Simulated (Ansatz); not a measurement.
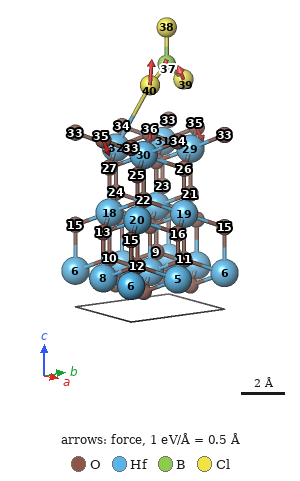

Starting geometry of a slab of composition Hf$_{12}$BCl$_{3}$O$_{24}$ (cut from the Fm-3m phase) with the computed forces as red arrows. Style: ball-and-stick. Shown: the cell of the calculation, outlined in the plane, without the vacuum (origin shifted), slightly off an axis.

Case: 1 BCl3 a cell, upright, over a top O site. The slab is the (1 1 1) face of HfO2 with BCl3 on it. 16 atoms are held fixed.

Method: Ansatz, DFT PBE+D3(BJ), scalar-relativistic, plane waves, PAW. Set-up: plane-wave cutoff 420 eV; k-point mesh 3 × 3 × 1; occupations gaussian; smearing width 0.05 eV; no spin polarisation; dipole correction; atoms relaxed in a fixed cell; force threshold 0.04 eV/Å; at most 100 steps.

Question: Is this structure relaxed? If not, where do the atoms go?

Answer: It isn't relaxed: the largest force vector, on a Cl atom, is 2.53 eV/Å. The final displacements have little in common with the starting forces (cosine between the two patterns 0.19). The atom that moves furthest is a Cl atom (2.20 Å at 80° to the normal (+c side)). By element the largest moves are Cl 2.20 Å, B 1.19 Å, O 0.04 Å, Hf 0.02 Å. The lattice vectors keep their values. Among the contacts that change: Cl–O 2.330 → 3.484 Å, Cl–Hf 3.750 → 3.513 Å, Hf–O 2.219 → 2.175 Å, Hf–O 2.198 → 2.227 Å. Over 33 accepted moves (41 points after the start) the energy falls by 1.458 eV per cell of the calculation. The largest force component goes from 2.5 to 0.034 eV/Å. The line search rejected the trial steps at points 8, 10, 18, 21, 27, 30, 34 of the run. 1 step only repeated the SCF at the same geometry. The forces were under the threshold at step 9, but the run went on from there. Cost: 14 min on 8 threads of Intel(R) Xeon(R) 6975P-C (Granite Rapids), with other jobs on the host, peak memory 7.2 GiB.

Limits of the set-up: the periodic images lie only 7.2 Å apart, so the values are limited by the cell's size.
